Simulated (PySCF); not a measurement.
**H6N4W (charge +1, doublet): density, localisation and related maps**

Input

```
{"job": {"kind": "sp", "xc": "B3LYP", "basis": "ma-def2-SVP", "d3": "d3bj", "grid": 2}, "charge": 1, "multiplicity": 2}
W      0.019688    -0.032380     0.237208
N      0.198994    -0.238593     1.888732
N      1.926267     0.038834    -0.355712
H      2.739464    -0.031875     0.276992
H      2.250689     0.148814    -1.331276
N     -0.981920     1.691764     0.137493
H     -1.305594     2.142286    -0.735244
H     -1.245260     2.273868     0.948922
N     -0.995242    -1.669928    -0.286539
H     -1.266500    -2.429912     0.358020
H     -1.324813    -1.887002    -1.242224
```

Run with:

```sh
OMP_NUM_THREADS=1 python redox_run.py task.json out
```

Geometry: BP86-D3(BJ)/def2-SVP; core potentials replace the inner electrons of W.

Method: DFT single point, gas phase, functional B3LYP in PySCF 2.14.0, density-fitted response routines.

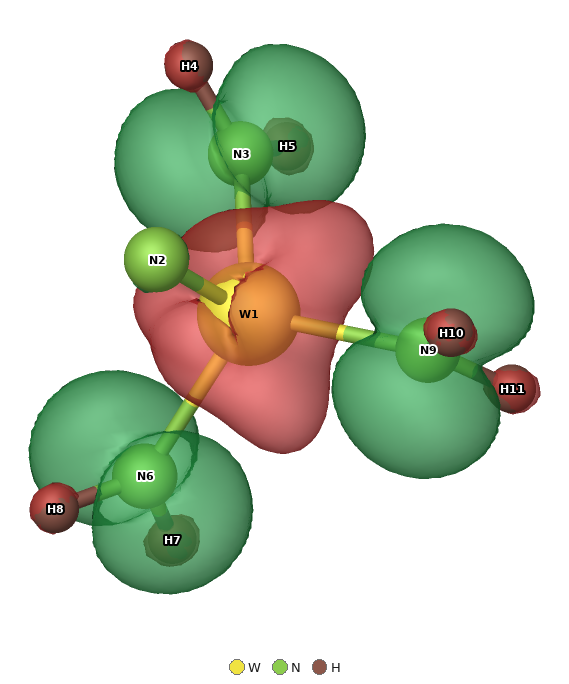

Figure 1. Isosurfaces of the spin density (α minus β) at +0.015 (green) and −0.015 e/Å³ (red), seen at a tilt.

> Describe the spin distribution.

The unpaired spin (1 electron) lies mostly on N3 (about 0.4), N6 (about 0.4) and N9 (about 0.3), in electrons by Hirshfeld's partition, with opposite, polarisation-induced spin on W1.

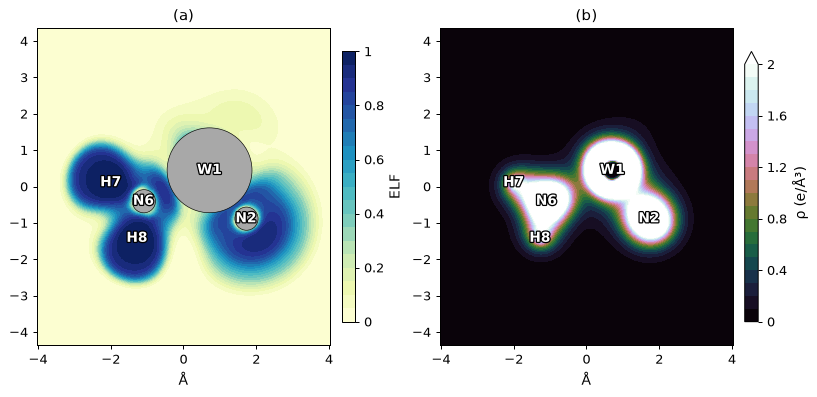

Figure 2. (a) ELF; (b) electron density on the plane of atoms H7, N6 and H8. Grey discs cover the atomic cores in the ELF map.

> Read the bonding off the picture.

Atoms in the plane: W, N and H. W–N (1.67 Å): ρ at the midpoint is about 2.2 e/Å³; the ELF peaks at about 0.80 in the valence shell of N, 0.6 Å from its nucleus, and drops to about 0.45 between the two atoms. N–H (1.03 Å): ρ at the midpoint is about 2.8 e/Å³; the ELF climbs to about 1 towards the hydrogen, as it does in any bond to H; a covalent bond by its length.
